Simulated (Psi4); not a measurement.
# BP86/may-cc-pVTZ (sweep point 7) run of BH3SO (SMILES OBS)

What is the vertical ionisation energy of BH3SO at BP86/may-cc-pVTZ (sweep point 7)? Input form: a Python script.

The calculation is run with Psi4 1.11.

### 1 Starting point

The species is BH3SO (6 atoms), meant as a singlet with charge 0. As SMILES, `OBS`. The shape is that of a PBE0-D4/def2-TZVP optimisation. This is one conformer, not always the lowest.

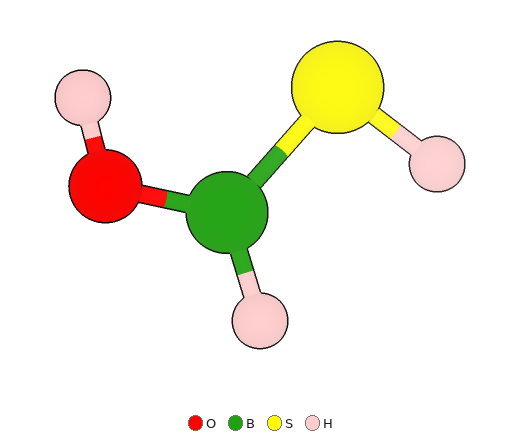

The structure, seen from a chosen angle (oxygen red, boron green, sulfur yellow, hydrogen pink).

### 2 The energy at BP86/may-cc-pVTZ (sweep point 7)

The input, job.py:

```python
import psi4

psi4.set_memory(1600000000)
psi4.set_num_threads(1)
psi4.core.set_output_file('psi4.out', False)

mol = psi4.geometry("""
O     -2.08701353    -0.17083124    -1.89312763
B      0.10317905     0.32068652    -0.67671093
S      0.63664873    -0.74171750     2.53620143
H     -3.31287887    -1.10945821    -0.93617032
H      1.68998207     1.48078939    -1.77993304
H      2.97008255     0.22034207     2.74974048
units au
symmetry c1
""")

psi4.set_options({
    'puream': True,
    'scf_type': 'pk',
    'dft_radial_points': 99,
    'dft_spherical_points': 590,
})

e = psi4.energy("bp86/may-cc-pVTZ")
print('E =', round(e, 9))
for k, v in sorted(psi4.core.scalar_variables().items()):
    print(f'{k:45s} {v:18.10f}')
```

Run with:

```bash
$ python job.py
```

psi4.out:

```text
[...]
  Running in c1 symmetry.
[...]
  Nuclear repulsion =   88.768868558049263
[...]
  Multiplicity = 1
[...]
  Nalpha       = 16
  Nbeta        = 16
[...]
    Number of basis functions: 148
[...]
   @RKS iter   1:  -499.90578795416673   -1.11677e-01   6.02413e-03 ADIIS/DIIS
[...]
   @RKS iter   9:  -500.24173844173242   -5.62624e-07   6.76764e-07 DIIS
[...]
    Orbital Energies [Eh]
    ---------------------
    Doubly Occupied:
       1A    -88.141311     2A    -18.810109     3A     -7.695577
       4A     -6.561956     5A     -5.717785     6A     -5.713125
       7A     -5.710685     8A     -0.964662     9A     -0.685185
      10A     -0.533201    11A     -0.427107    12A     -0.381470
      13A     -0.344955    14A     -0.343690    15A     -0.281591
      16A     -0.250653
[...]
  @RKS Final Energy:  -500.24173844173242
   => Energetics <=
    Nuclear Repulsion Energy =             88.7688685580492631
    One-Electron Energy =                -864.7694550829218088
    Two-Electron Energy =                 315.2567602425332893
    DFT Exchange-Correlation Energy =     -39.4979121593931666
    Empirical Dispersion Energy =           0.0000000000000000
    VV10 Nonlocal Energy =                  0.0000000000000000
    Total Energy =                       -500.2417384417324229
[...]
 Multipole Moments:
 ------------------------------------------------------------------------------------
     Multipole            Electronic (a.u.)      Nuclear  (a.u.)        Total (a.u.)
 ------------------------------------------------------------------------------------
 L = 1.  Multiply by 2.5417464519 to convert [e a0] to [Debye]
 Dipole X            :         -0.8517975            0.7897433           -0.0620543
 Dipole Y            :         -0.6067581            0.4809352           -0.1258229
 Dipole Z            :          0.5529376           -0.3111451            0.2417925
 Magnitude           :                                                    0.2795456
[...]
```

On the terminal:

```text
E = -500.241738442
CURRENT ENERGY                                   -500.2417384417
CURRENT REFERENCE ENERGY                         -500.2417384417
DD SOLVATION ENERGY                                 0.0000000000
DFT FUNCTIONAL TOTAL ENERGY                      -500.2417384417
DFT TOTAL ENERGY                                 -500.2417384417
DFT VV10 ENERGY                                     0.0000000000
DFT XC ENERGY                                     -39.4979121594
GRID ELECTRONS ALPHA                               16.0000002372
GRID ELECTRONS BETA                                16.0000002372
GRID ELECTRONS TOTAL                               32.0000004745
NUCLEAR REPULSION ENERGY                           88.7688685580
ONE-ELECTRON ENERGY                              -864.7694550829
PCM POLARIZATION ENERGY                             0.0000000000
PE ENERGY                                           0.0000000000
SCF ITERATION ENERGY                             -500.2417384417
SCF ITERATIONS                                      9.0000000000
SCF TOTAL ENERGY                                 -500.2417384417
TWO-ELECTRON ENERGY                               315.2567602425
XC GRID RADIAL POINTS                              99.0000000000
XC GRID SPHERICAL POINTS                          590.0000000000
XC GRID TOTAL POINTS                           338940.0000000000
```

Wall time 52 s (1 thread of AMD EPYC 7R43 (Zen 3), shared host); peak memory 1.4 GiB.

### 3 The doublet cation, same level

The input, bh3os.py:

```python
import psi4

psi4.set_memory(1600000000)
psi4.set_num_threads(1)
psi4.core.set_output_file('run.log', False)

mol = psi4.geometry("""
1 2
O     -2.08701353    -0.17083124    -1.89312763
B      0.10317905     0.32068652    -0.67671093
S      0.63664873    -0.74171750     2.53620143
H     -3.31287887    -1.10945821    -0.93617032
H      1.68998207     1.48078939    -1.77993304
H      2.97008255     0.22034207     2.74974048
units au
symmetry c1
""")

psi4.set_options({
    'basis': 'may-cc-pVTZ',
    'reference': 'uks',
    'puream': True,
    'scf_type': 'pk',
    'dft_radial_points': 99,
    'dft_spherical_points': 590,
    'maxiter': 150,
})

e = psi4.energy("bp86")
print(f'total energy {e:.8f} hartree = {e * 27.211386:.5f} eV')
```

Run with:

```bash
$ python bh3os.py
```

run.log:

```text
[...]
  Running in c1 symmetry.
[...]
  Nuclear repulsion =   88.768868558049263
[...]
  Multiplicity = 2
[...]
  Nalpha       = 16
  Nbeta        = 15
[...]
    Number of basis functions: 148
[...]
   @UKS iter   1:  -499.57703457186238    2.17076e-01   5.53458e-03 DIIS/ADIIS
[...]
   @UKS iter  10:  -499.86097793279117   -3.47275e-07   6.54967e-07 DIIS
[...]
   @S^2 Observed:                7.549700744E-01
[...]
    Orbital Energies [Eh]
    ---------------------
    Alpha Occupied:
       1A    -88.476909     2A    -19.067391     3A     -8.027229
       4A     -6.809095     5A     -6.053858     6A     -6.045400
       7A     -6.040667     8A     -1.212443     9A     -0.996550
      10A     -0.770067    11A     -0.702459    12A     -0.639226
      13A     -0.606000    14A     -0.594585    15A     -0.563145
      16A     -0.530329
    Alpha Virtual:
      17A     -0.289594    18A     -0.274090    19A     -0.195072
      20A     -0.185503    21A     -0.149979    22A     -0.130960
      23A     -0.117355    24A     -0.092509    25A     -0.086433
[...]
  @UKS Final Energy:  -499.86097793279117
   => Energetics <=
    Nuclear Repulsion Energy =             88.7688685580492631
    One-Electron Energy =                -855.7521649319476182
    Two-Electron Energy =                 306.3160623541901373
    DFT Exchange-Correlation Energy =     -39.1937439130829475
    Empirical Dispersion Energy =           0.0000000000000000
    VV10 Nonlocal Energy =                  0.0000000000000000
    Total Energy =                       -499.8609779327911724
[...]
 Multipole Moments:
 ------------------------------------------------------------------------------------
     Multipole            Electronic (a.u.)      Nuclear  (a.u.)        Total (a.u.)
 ------------------------------------------------------------------------------------
 L = 1.  Multiply by 2.5417464519 to convert [e a0] to [Debye]
 Dipole X            :         -0.4324517            0.7897433            0.3572915
 Dipole Y            :         -0.6434397            0.4809352           -0.1625045
 Dipole Z            :          1.1086349           -0.3111451            0.7974898
 Magnitude           :                                                    0.8888503
[...]
```

Standard output:

```text
total energy -499.86097793 hartree = -13601.91002 eV
```

It took 74 s on 1 thread of AMD EPYC 7R43 (Zen 3), shared host; peak memory 1.5 GiB.

### 4 What came out

At BP86/may-cc-pVTZ (sweep point 7):

| quantity | value |
| --- | --- |
| singlet BH3SO: total energy | -500.24174 Eh |
| singlet BH3SO: dipole moment | 0.71 D |
| singlet BH3SO: HOMO energy | -6.82 eV |
| singlet BH3SO: LUMO energy | -1.18 eV |
| singlet BH3SO: HOMO–LUMO gap | 5.64 eV |
| doublet cation: total energy | -499.86098 Eh |
| doublet cation: HOMO energy (highest over α and β) | -14.32 eV |
| doublet cation: LUMO energy (lowest over α and β) | -13.86 eV |
| doublet cation: ⟨S²⟩ | 0.755 |
| vertical ionisation energy (to the doublet cation) | 10.361 eV |

**Reading.** Removing an electron at fixed nuclei costs 10.36 eV (239 kcal/mol). The negative HOMO energy of the first species, 6.82 eV, lies 3.54 eV below that difference.
